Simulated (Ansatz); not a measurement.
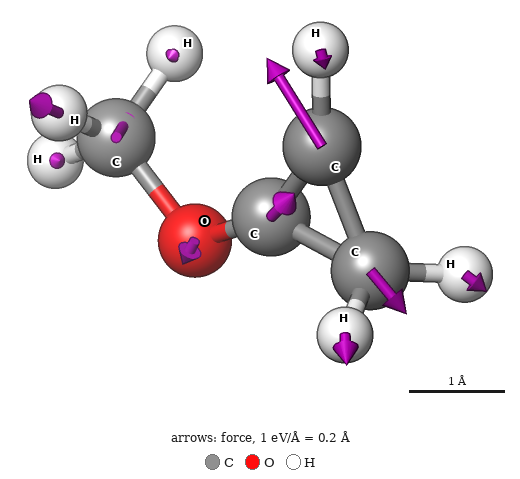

Starting geometry of C4H6O (coarse preliminary run) with the computed forces as purple arrows. A ball-and-stick model, seen from a free direction.

The start comes from a force field.

Theory: Ansatz 0.2.0, RKS PBE-D4/def2-SVP.

Input
```yaml
crystal:
  periodic: [false, false, false]
  atoms:
    - {symbol: C, position_ang: [-1.632900, -0.216400, -0.750500]}
    - {symbol: O, position_ang: [-0.331000, 0.034900, -1.147400]}
    - {symbol: C, position_ang: [0.451300, 0.069400, -0.131300]}
    - {symbol: C, position_ang: [0.755900, 0.007700, 1.162300]}
    - {symbol: C, position_ang: [1.833100, 0.208900, 0.275400]}
    - {symbol: H, position_ang: [-2.293500, -0.168400, -1.670600]}
    - {symbol: H, position_ang: [-2.011800, 0.644900, -0.117800]}
    - {symbol: H, position_ang: [-1.763300, -1.119000, -0.263100]}
    - {symbol: H, position_ang: [0.327500, -0.108600, 2.197900]}
    - {symbol: H, position_ang: [2.493200, -0.621600, 0.164700]}
    - {symbol: H, position_ang: [2.236800, 1.211000, 0.301100]}
basis:
  gaussian: {orbitals: def2-SVP}
hamiltonian: {xc: pbe, dispersion: d4}
relax: {f_tol: 0.03, max_steps: 200}
```

Launched with:
```bash
ansatz run in.yaml --threads 4 --pin off --events-out ev --progress --plain --max-ram 10444MiB
```

Question: What follows when this structure is relaxed?

Answer: It isn't relaxed: the largest force vector, on C4, is 5.57 eV/Å. The final displacements follow the starting forces only in part (cosine between the two patterns 0.56). The largest move after the best rigid fit is that of H11, 0.14 Å. By element the largest moves are H 0.14 Å, C 0.10 Å, O 0.03 Å. Some distances before and after: C4–C5 1.410 → 1.542 Å, C1–H8 1.034 → 1.111 Å, C1–O2 1.384 → 1.432 Å, C5–H10 1.067 → 1.112 Å. Bond angles that change, for instance: C3–C4–H9 144.2° → 153.7°, C5–C4–H9 152.1° → 144.4°, H10–C5–H11 119.6° → 112.8°. Over 5 accepted moves (6 points after the start) the energy falls by 74.0 kJ/mol. The largest force component goes from 5.1 to 0.0095 eV/Å. The line search rejected the trial step at point 3 of the run. The run took 7 s on 4 threads of Arm Neoverse V1, on a shared host.
